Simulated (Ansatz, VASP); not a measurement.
**Cross-check of Mo2N between VASP and Ansatz**

Wanted: the spread between two codes on one cell, functional and k mesh. Valence electrons are named where the data sets of a main pair hold unlike numbers.

Program: Ansatz 0.2.0. Level of theory: plane waves, with VASP 6.6.1 beside it; single point at LDA, band structure at LDA, spin-orbit coupling and single point at LDA, spin-orbit coupling. Results are calculated unless marked as measured.

### Step 1. Set-up

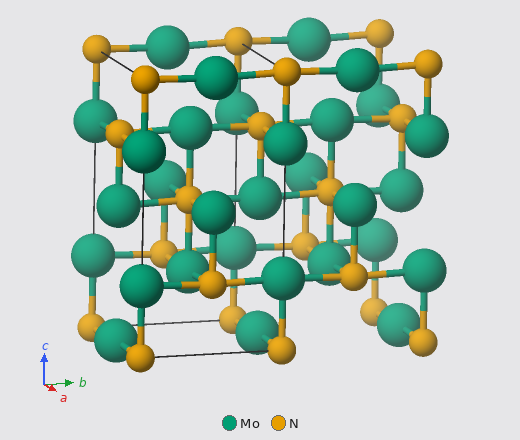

Start, viewed slightly off an axis; molybdenum teal, nitrogen orange. 1×2×1 cells are drawn. This picture shows the conventional cell, with its axes. Some periodic images of atoms are drawn too.

Structure file:

```cif
data_structure
_symmetry_space_group_name_H-M 'I4_1/amd:1'
_symmetry_Int_Tables_number 141
_cell_length_a 4.2000
_cell_length_b 4.2000
_cell_length_c 8.0000
_cell_angle_alpha 90.000
_cell_angle_beta 90.000
_cell_angle_gamma 90.000
_cell_volume 141.12
loop_
_atom_site_label
_atom_site_type_symbol
_atom_site_symmetry_multiplicity
_atom_site_Wyckoff_symbol
_atom_site_fract_x
_atom_site_fract_y
_atom_site_fract_z
_atom_site_occupancy
Mo1 Mo 8 e 0.00000 0.00000 0.25800 1
N1 N 4 a 0.00000 0.00000 0.00000 1
```

### Step 2. VASP: single point, LDA

A single point gives forces, pressure and levels at one fixed geometry, so differences don't come from the geometry; what else differs is listed under the comparison.

Lines of VASP's logs that name or quote its potential files are left out, and so is its time.

INCAR reads:

```
SYSTEM = Mo2N
PREC = Accurate
ENCUT = 520
EDIFF = 1E-06
NELM = 100
ISMEAR = -1
SIGMA = 0.05
LREAL = .FALSE.
ALGO = Normal
GGA = CA
NBANDS = 40
LASPH = .TRUE.
LORBIT = 11
LWAVE = .FALSE.
LCHARG = .FALSE.
KPAR = 4
ISIF = 2
```

POSCAR reads:

```
Mo2N
1.0
   -2.1000000000      2.1000000000      4.0000000000
    2.1000000000     -2.1000000000      4.0000000000
    2.1000000000      2.1000000000     -4.0000000000
Mo N
4 2
Direct
    0.2580000000      0.2580000000      0.0000000000
    0.0080000000      0.5080000000      0.5000000000
    0.4920000000      0.9920000000      0.5000000000
    0.7420000000      0.7420000000      0.0000000000
    0.0000000000      0.0000000000      0.0000000000
    0.7500000000      0.2500000000      0.5000000000
```

KPOINTS reads:

```
Automatic mesh
0
Gamma
8 8 8
0 0 0
```

PAW data sets: Mo_sv and N (LDA family, release 64).

Launch:

```bash
mpirun -np 4 vasp_std
```

Numbers of over 12 decimals in the logs are rounded to 6 here.

The log of the run:

```text
[banner, memory and clock lines left out]
running    4 mpi-ranks, on    1 nodes
 distrk:  each k-point on    1 cores,    4 groups
 distr:  one band on    1 cores,    1 groups

 POSCAR found type information on POSCAR MoN
 POSCAR found :  2 types and       6 ions
 LDA part: xc-table for (Slater(with rela. corr.)+CA(PZ))
 , standard interpolation
 POSCAR, INCAR and KPOINTS ok, starting setup
 FFT: planning ... GRIDC
 FFT: planning ... GRID_SOFT
 FFT: planning ... GRID
 WAVECAR not read
 entering main loop
       N       E                     dE             d eps       ncg     rms          rms(c)
DAV:   1     0.835601848660E+03    0.83560E+03   -0.40070E+04  4720   0.176E+03
DAV:   2    -0.318219038593E+02   -0.86742E+03   -0.84570E+03  5144   0.558E+02
DAV:   3    -0.763107425576E+02   -0.44489E+02   -0.43433E+02  6272   0.118E+02
DAV:   4    -0.770838864575E+02   -0.77314E+00   -0.77091E+00  5464   0.140E+01
DAV:   5    -0.770988999167E+02   -0.15013E-01   -0.15007E-01  5888   0.168E+00    0.520E+01
DAV:   6    -0.701488469968E+02    0.69501E+01   -0.49444E+01  5904   0.346E+01    0.138E+01
DAV:   7    -0.695526218622E+02    0.59623E+00   -0.33284E+00  5536   0.925E+00    0.944E+00
DAV:   8    -0.694893557291E+02    0.63266E-01   -0.48661E-01  5376   0.370E+00    0.892E-01
DAV:   9    -0.694781684530E+02    0.11187E-01   -0.14013E-01  5864   0.170E+00    0.683E-01
DAV:  10    -0.694747022955E+02    0.34662E-02   -0.26957E-02  5728   0.773E-01    0.949E-02
DAV:  11    -0.694746166017E+02    0.85694E-04   -0.12906E-03  5736   0.178E-01    0.329E-02
DAV:  12    -0.694746208105E+02   -0.42087E-05   -0.56664E-05  5448   0.458E-02    0.113E-02
DAV:  13    -0.694746205766E+02    0.23383E-06   -0.12329E-05  4904   0.171E-02    0.571E-03
DAV:  14    -0.694746201781E+02    0.39859E-06   -0.16691E-06  3632   0.654E-03
   1 F= -.69474620E+02 E0= -.69459017E+02  d E =-.312071E-01
```

OUTCAR, selected parts (step 2):

```text
ion  position               nearest neighbor table
   1  0.258  0.258  0.000-   5 2.06   6 2.10   6 2.10   3 2.81   3 2.81   2 2.90   2 2.90   2 2.90
                             2 2.90   4 2.97   4 2.97   4 2.97   4 2.97   3 2.99   3 2.99
   2  0.008  0.508  0.500-   6 2.06   5 2.10   5 2.10   4 2.81   4 2.81   1 2.90   1 2.90   1 2.90
                             1 2.90   3 2.97   3 2.97   3 2.97   3 2.97   4 2.99   4 2.99
   3  0.492  0.992  0.500-   6 2.06   5 2.10   5 2.10   1 2.81   1 2.81   4 2.90   4 2.90   4 2.90
                             4 2.90   2 2.97   2 2.97   2 2.97   2 2.97   1 2.99   1 2.99
   4  0.742  0.742  0.000-   5 2.06   6 2.10   6 2.10   2 2.81   2 2.81   3 2.90   3 2.90   3 2.90
                             3 2.90   1 2.97   1 2.97   1 2.97   1 2.97   2 2.99   2 2.99
   5  0.000  0.000  0.000-   1 2.06   4 2.06   3 2.10   2 2.10   2 2.10   3 2.10
   6  0.750  0.250  0.500-   2 2.06   3 2.06   1 2.10   4 2.10   1 2.10   4 2.10

  LATTYP: Found a body centered tetragonal cell.
 ALAT       =     4.2000000000
 C/A-ratio  =     1.9047619048

 Subroutine GETGRP returns: Found 16 space group operations
 (whereof  8 operations were pure point group operations)

The static configuration has the point symmetry D_2d.
 The point group associated with its full space group is D_4h.

 Found     59 irreducible k-points:

   k-points           NKPTS =     59   k-points in BZ     NKDIM =     59   number of bands    NBANDS=     40

   dimension x,y,z NGX =    40 NGY =   40 NGZ =   40
   dimension x,y,z NGXF=    80 NGYF=   80 NGZF=   80

   ENCUT  =  520.0 eV  38.22 Ry    6.18 a.u.   9.26  9.26  9.26*2*pi/ulx,y,z

   NELECT =      66.0000    total number of electrons

 k-points in reciprocal lattice and weights: Automatic mesh
   0.00000000  0.00000000  0.00000000       0.002
   0.12500000  0.00000000  0.00000000       0.016
   0.25000000  0.00000000  0.00000000       0.016
   0.37500000  0.00000000 -0.00000000       0.016
   0.50000000  0.00000000  0.00000000       0.008
   0.12500000  0.12500000  0.00000000       0.016
   0.25000000  0.12500000  0.00000000       0.031
   0.37500000  0.12500000 -0.00000000       0.031
   0.50000000  0.12500000  0.00000000       0.031
[...]
-0.37500000 -0.37500000  0.37500000       0.004
   0.50000000  0.50000000  0.50000000       0.002

 average (electrostatic) potential at core
       1 -69.1105       2 -69.1105       3 -69.1105       4 -69.1105       5 -57.1938
       6 -57.1938

 E-fermi :  13.1633

 k-point     1 :       0.0000    0.0000    0.0000
  band No.  band energies     occupation
    ...
     31      12.3032      2.00000
     32      12.3032      2.00000
     33      12.5024      2.00000
     34      12.5024      2.00000
     35      12.8613      1.99524
     36      13.4102      0.01423
     37      14.9402      0.00000
     38      15.3925      0.00000
     39      15.7812      0.00000
     40      15.8670      0.00000

 k-point     2 :       0.1250    0.0000    0.0000
  band No.  band energies     occupation
    ...
     30      11.4141      2.00000
     31      11.5392      2.00000
     32      12.1813      2.00000
     33      12.4769      2.00000
     34      13.0353      1.85646
     35      13.2455      0.32380
     36      13.8870      0.00000
     37      14.6064      0.00000
     38      15.3489      0.00000
     39      15.5617      0.00000
    ...

 k-point     3 :       0.2500    0.0000    0.0000
  band No.  band energies     occupation
    ...
     29      10.7131      2.00000
     30      11.3253      2.00000
     31      11.6202      2.00000
     32      12.3489      2.00000
     33      12.5116      2.00000
     34      13.2645      0.23329
     35      13.6584      0.00010
     36      13.7415      0.00002
     37      14.4771      0.00000
     38      15.0061      0.00000
    ...

  Total       -1.3200190     -1.3200190     -1.2565922      0.0000000      0.0000000      0.0000000
  in kB      -29.9731366    -29.9731366    -28.5329304      0.0000000      0.0000000      0.0000000
  external PRESSURE =     -29.4930679 kB  Pullay stress =       0.0000000 kB

  energy-cutoff  :      520.00
  volume of cell :       70.56
      direct lattice vectors                 reciprocal lattice vectors
    -2.100000000  2.100000000  4.000000000     0.000000000  0.238095238  0.125000000
     2.100000000 -2.100000000  4.000000000     0.238095238  0.000000000  0.125000000
     2.100000000  2.100000000 -4.000000000     0.238095238  0.238095238  0.000000000

 POSITION                                       TOTAL-FORCE (eV/Angst)
 -----------------------------------------------------------------------------------
      0.00000      0.00000      2.06400         0.000000     -0.000000      0.197250
      2.10000      0.00000      0.06400        -0.000000      0.000000      0.197250
      2.10000      0.00000      3.93600        -0.000000      0.000000     -0.197250
      0.00000      0.00000      5.93600         0.000000     -0.000000     -0.197250
      0.00000      0.00000      0.00000         0.000000      0.000000      0.000000
     -0.00000      2.10000      2.00000         0.000000      0.000000      0.000000
 -----------------------------------------------------------------------------------
    total drift:                               -0.000000     -0.000000      0.000000

  FREE ENERGIE OF THE ION-ELECTRON SYSTEM (eV)
  ---------------------------------------------------
  free  energy   TOTEN  =       -69.4746201781 eV

  energy  without entropy=      -69.4434130362  energy(sigma->0) =      -69.45901661

 total charge
# of ion       s       p       d       tot
------------------------------------------
    1        2.318   6.227   4.012  12.557
    2        2.318   6.227   4.012  12.557
    3        2.318   6.227   4.012  12.557
    4        2.318   6.227   4.012  12.557
    5        1.234   2.528   0.000   3.761
    6        1.234   2.528   0.000   3.761
--------------------------------------------------
tot         11.740  29.962  16.048  57.751

[... 3 further parts left out ...]
```

This run has no spin polarisation, so a moment on Mo, if there is one, isn't seen. At this level the cell is under a tension of 2.9 GPa, so at these settings it is away from equilibrium.

### Step 3. Ansatz: single point, LDA

Ansatz runs on its default PAW (the set named soft_2) files.

The same cell, functional (in two slightly different forms), mesh and smearing now go to Ansatz, which takes its cutoff from its data sets.

input.yaml reads:

```yaml
crystal:
  lattice:
    - [-2.1, 2.1, 4.0]
    - [2.1, -2.1, 4.0]
    - [2.1, 2.1, -4.0]
  atoms:
    - { symbol: Mo, position: [0.258, 0.258, 0.0] }
    - { symbol: Mo, position: [0.008, 0.508, 0.5] }
    - { symbol: Mo, position: [0.492, 0.992, 0.5] }
    - { symbol: Mo, position: [0.742, 0.742, 0.0] }
    - { symbol: "N", position: [0.0, 0.0, 0.0] }
    - { symbol: "N", position: [0.75, 0.25, 0.5] }
hamiltonian:
  xc: lda
  pseudopotentials: { kind: paw }
kpoints:
  mp_grid: { grid: [8, 8, 8] }
scf:
  occupations: { method: fermi_dirac, width: 0.05 }
  n_extra_bands: 5
output:
  forces: true
  stress: true
  eigenvalues: true
  write_density: true
  write_potential: true
  elf: true
  volumetric_format: npy
```

Launch:

```bash
ansatz run input.yaml --threads 4 --pin off --max-ram 9216MiB --backend cpu --events-out ev --progress --plain --runs-dir out
```

The log of the run:

```text
scf.n_extra_bands = 5 over 33 filled bands (N_el = 66.0): the run solves 38 bands
Engine: ansatz 0.2.0, aarch64-unknown-linux-gnu
Pseudopotentials: kind: paw
Pseudopotential: Mo, paw, valence charge 14, recommended cutoff 420 eV (normal), Mo.paw.azcp
Pseudopotential: N, paw, valence charge 5, recommended cutoff 420 eV (normal), N.paw.azcp
Functional definition: SPW92
  exchange = slater_x
  correlation = pw_c
Crystal: 6 atoms, lattice volume = 70.560 Å³
Basis set: ecut = 420 eV, 1345 PW (Γ)
Bands: 38, of which v1, the nominal top of the filled ones, is band 33 counted from 1 (32 counted from 0)
Symmetry: 16 space group operations
Space group: I41/amd (ITA 141), of the structure as read, at distance tolerance 4.1e-5 Å
k-points: 59 of 512
Non-local potential: Mo, projectors of the file, l = 0: 3, l = 1: 2, l = 2: 2, l = 3: 1
Non-local potential: N, projectors of the file, l = 0: 2, l = 1: 2, l = 2: 1
PAW form: soft (Blöchl's): semilocal exchange-correlation on the pseudo side does not see the compensation charge
PAW frozen core: Mo, regenerated for the run's functional, and the local potential with it (the file was generated under x = pbe(κ = 0.804, μ = 0.219515), c = pbe(β = 0.066725))
PAW frozen core: N, regenerated for the run's functional, and the local potential with it (the file was generated under x = pbe(κ = 0.804, μ = 0.219515), c = pbe(β = 0.066725))
PAW one-centre angular grid: Mo, 590 points (default); XC on 64 Gauss nodes
PAW one-centre angular grid: N, 110 points (default); XC on 64 Gauss nodes
Initial density: superposition of atomic densities (neutral atoms: chi_scale 0, normalization atom), corrected by the library's trained network
Initial wavefunctions: pseudopotential atomic-orbital guess
Functional: x = slater, c = lda
SCF iter   1: F=—  HF=-20121.893778 eV  |F-HF|=—  |Δ(HF+E_count)|=         —  Δρ=1.03e-2  dr2=5.05e-2  ethr=1.77e-3  ⟨swp⟩=5.3  Hψ=8074  notcnv=0
preconditioner: auto → Kerker (q_TF=auto, 2.698 Å⁻¹)  [metal: Δε(μ)=0.046 eV  Ē_g=6.787 eV  σ=0.050 eV  W_gap=0.22  n_scr=22 (ndim 8)  ℏωp=25.8 eV  f_vac=0.000  D(μ)=3.73/eV (n_scr^D=34)]
SCF iter   2: F=—  HF=-20121.886052 eV  |F-HF|=—  |Δ(HF+E_count)|=   7.73e-3  Δρ=4.73e-3  dr2=7.26e-3  ethr=7.64e-5  ⟨swp⟩=1.7  Hψ=2985  notcnv=0
SCF iter   3: F=—  HF=-20121.885080 eV  |F-HF|=—  |Δ(HF+E_count)|=   9.73e-4  Δρ=1.14e-3  dr2=3.75e-4  ethr=1.10e-5  ⟨swp⟩=2.0  Hψ=2894  notcnv=0
SCF iter   4: F=—  HF=-20121.885031 eV  |F-HF|=—  |Δ(HF+E_count)|=   4.85e-5  Δρ=1.37e-4  dr2=8.21e-6  ethr=5.68e-7  ⟨swp⟩=2.1  Hψ=2778  notcnv=0
SCF iter   5: F=—  HF=-20121.885030 eV  |F-HF|=—  |Δ(HF+E_count)|=   1.25e-6  Δρ=2.51e-5  dr2=3.82e-7  ethr=1.24e-8  ⟨swp⟩=2.2  Hψ=3250  notcnv=0
SCF iter   6: F=-20121.885030 eV  HF=-20121.885030 eV  |F-HF|=8.52e-9  |Δ(HF+E_count)|=   5.67e-8  Δρ=4.85e-6  dr2=1.86e-8  ethr=1.52e-10  ⟨swp⟩=9.1  Hψ=14728  notcnv=0
SCF 1 converged in 6 iterations: F = -20121.885030 eV  dr2 = 1.86e-8
  greatest PAW one-centre occupation: 0.999 electrons in one spin orbital (limit 2), on the Mo atom at site 3 (counted from 0), in its partial waves of l = 0
SCF converged after 6 iterations
Free energy (F): -20121.885030 eV
Harris-Foulkes:  -20121.885030 eV  (|F-HF|=8.52e-9)
Internal energy: -20121.853750 eV  (E = F + TS)
E sigma→0 (E₀):  -20121.869390 eV
Entropy (-TS):   -0.031280 eV (-5.213 meV/atom)
Fermi energy:    21.173264 eV
--- Per-component energies (eV) ---
  E_band       = -144.842652
  E_kinetic    = 2037.469236
  E_local      = -3382.560880  (includes V_loc(G=0)·N_el)
  E_nonlocal   = 684.046551
  E_hartree    = 1108.411570
  E_xc         = -852.027123
  E_vxc        = -1071.138187  (∫ρ·V_xc dr)
  E_paw        = -12593.779099  (= ΣΔE_a)
  E_vpaw       = -629.481040  (= ΣTr[D̂ρ^β])
  E_aug_tail   = 0.000417  (compensation charges beyond the density's cutoff)
  E_ewald      = -7125.465775
  E_core_change = 2.051353  (= ΣΔE_core)
  E_smearing   = -0.031280  (= −TS)
  E_closure    = 0.000000  (closes the sum)
  Σ components = -20121.885030   (vs F -20121.885030, Δ=0.00e0)
--- Forces (eV/Å), atoms counted from 1 ---
  atom   1  Mo     0.00000000     0.00000000     0.16464572
  atom   2  Mo     0.00000000     0.00000000     0.16464572
  atom   3  Mo     0.00000000    -0.00000000    -0.16464572
  atom   4  Mo     0.00000000     0.00000000    -0.16464572
  atom   5  N      0.00000000     0.00000000     0.00000000
  atom   6  N     -0.00000000     0.00000000     0.00000000
  max |Σ_I F_I| component: 2.78e-17 eV/Å
--- Stress (GPa, compression-positive) ---
       -4.340091       0.000000      -0.000000
        0.000000      -4.340091       0.000000
        0.000000      -0.000000      -4.302912
  P = ⅓ Tr σ = -4.3277 GPa (-43.277 kbar)
--- Band table (eV; the first three rows and the last of 59) ---
  k-point 0: bands = [... 29 lower, 19.5707, 20.3177, 20.3177, 20.5144, 20.5144, 20.8729, 21.4222, 22.9477, ... 1 higher]
  k-point 1: bands = [... 29 lower, 19.3347, 19.6099, 20.1619, 20.5757, 20.5921, 21.9584, 21.9874, 22.2730, ... 1 higher]
  k-point 2: bands = [... 29 lower, 19.3230, 19.6247, 19.6827, 20.9216, 21.0131, 21.5926, 22.4908, 22.5440, ... 1 higher]
  k-point 58: bands = [... 29 lower, 17.3810, 21.3491, 21.3491, 21.3712, 21.3712, 21.8019, 21.8019, 23.0171, ... 1 higher]
```

Wall time 3.2 s (4 threads of Arm Neoverse V1, shared host); peak memory 0.43 GiB; 12 s of CPU time.

In the SCF lines HF is the Harris–Foulkes energy and dr2 the Hartree energy of the density residual, in eV; the loop may stop once dr2 is under the threshold and the program's other checks hold. Hψ counts applications of the Hamiltonian.

The run ends at a pressure of -4.33 GPa, with forces up to 0.16 eV/Å.

### Step 4. Side by side

Known differences besides the potentials themselves: the two LDA forms differ slightly; the cutoff is 420 eV in Ansatz and 520 eV in VASP; VASP's log shows a relativistic correction to its local exchange, Ansatz's none. Total energies have different zeros and are not compared.

The two programs side by side:

```
                                        quantity  Ansatz   VASP  difference
                                  pressure (GPa)   -4.33  -2.95       -1.38
pressure without Ansatz's Pulay correction (GPa)   -4.66  -2.95       -1.71
```

Forces (eV/Å; atoms numbered as in POSCAR):

| atom | Ansatz x, y, z | VASP x, y, z |
| --- | --- | --- |
| Mo1 | 0.000, 0.000, 0.165 | 0.000, 0.000, 0.197 |
| Mo2 | 0.000, 0.000, 0.165 | 0.000, 0.000, 0.197 |
| Mo3 | 0.000, 0.000, -0.165 | 0.000, 0.000, -0.197 |
| Mo4 | 0.000, 0.000, -0.165 | 0.000, 0.000, -0.197 |
| N5 | 0.000, 0.000, 0.000 | 0.000, 0.000, 0.000 |
| N6 | 0.000, 0.000, 0.000 | 0.000, 0.000, 0.000 |

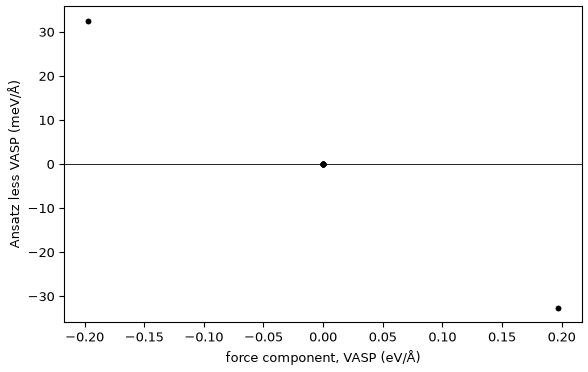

Difference of the force components against their size.

The forces differ by 15 meV/Å r.m.s., which is 16.5 % of the r.m.s. force of 0.093 eV/Å (both taken over all components). Ansatz's pressure holds a Pulay correction of 0.33 GPa; VASP's holds none.

### Step 5. Other set-ups

Further runs change the set-up of one program: Ansatz's method, potentials or start, or VASP's data sets, cutoff or form of LDA. The table gives Ansatz less VASP for each quantity, since a change that brings one quantity closer may part another.

```
                                        run  r.m.s. force difference (meV/Å)  pressure (GPa)  pressure without Ansatz's Pulay correction (GPa)
                                   as above                               15            -1.4                                              -1.7
                       cores kept as stored                               12            -1.2                                              -1.5
    Ansatz's larger PAW set (cutoff 900 eV)                               15            -1.3                                              -1.4
norm-conserving potentials (cutoff 1143 eV)                                            -0.74
```

(Continued in part 2 of 3.)

[Lines on the potential files, build, host, timing and source positions are cut from VASP's logs without a mark.]

[Logs are printed without paths, hosts, clocks, repeated set-up lines and the standing remarks that a program may print on its own settings, such as how far it seeks lower states.]

[Hosts, paths, dates, database ids (printed as entryN), source tags and the programs' standing remarks are cut or masked in the printed files.]
